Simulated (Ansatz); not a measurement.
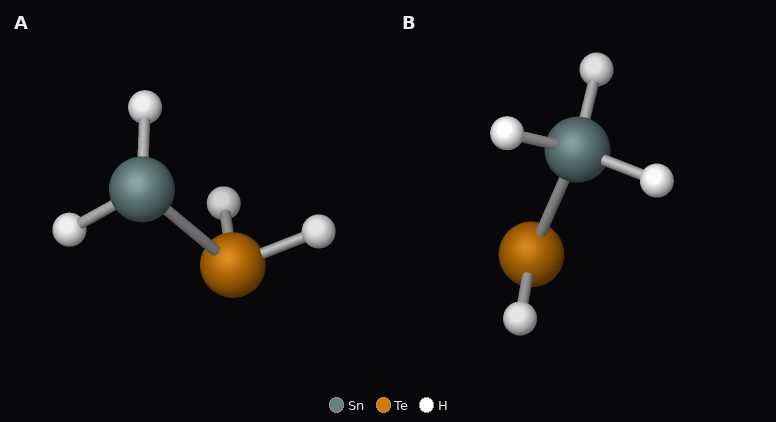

2 stationary structures of one formula. Geometries: PBE0-D4/def2-TZVP. Electronic energies: RHF-CCSD(T) (frozen core)/def2-TZVPP (Ansatz 0.2.0), without zero-point energy. No frequency run is at hand to confirm each as a minimum.

> Which is lowest in energy, and by how much?

B is lowest; A lies 25.5 kcal/mol above it.
